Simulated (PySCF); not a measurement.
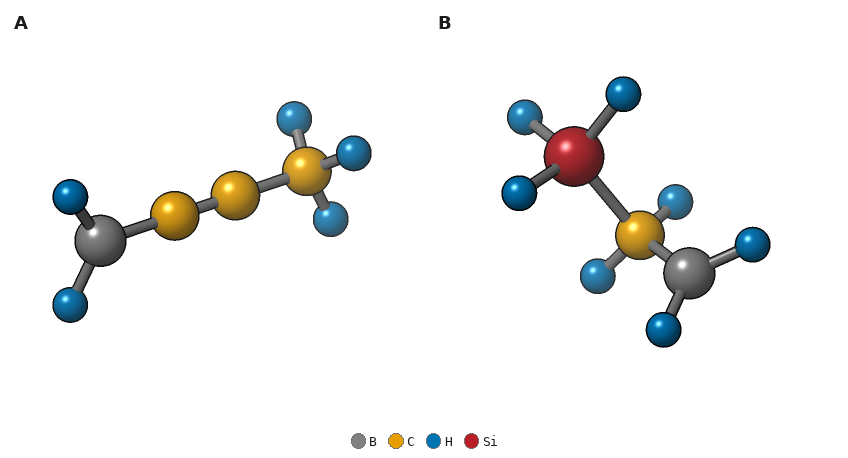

Two related species, optimised with PBE0-D3(BJ)/def2-SVP; properties computed with PySCF 2.14.0. Both: charge 0, singlet.

Identify both.

Answer. A is C3H5B (BC#CC), B is CH7BSi (BC[SiH3]).

Compare them. With ωB97X-D/def2-SVPD: dipole moment (D), HOMO–LUMO gap (eV), HOMO energy (Kohn–Sham orbital) (eV), lowest vertical singlet excitation (eV), mean static polarisability (bohr³). With PBE0-D3(BJ)/def2-SVP: mean B–C length (Å), mean B–H length (Å).

```tsv
quantity	A	B
dipole moment (D)	2.16	0.90
HOMO–LUMO gap (eV)	9.13	11.41
HOMO energy (Kohn–Sham orbital) (eV)	−9.30	−10.93
lowest vertical singlet excitation (eV)	3.82	5.98
mean static polarisability (bohr³)	54.1	56.5
mean B–C length (Å)	1.501	1.539
mean B–H length (Å)	1.209	1.211
```

Each is one conformer, and no frequency run is at hand to confirm it as a minimum.
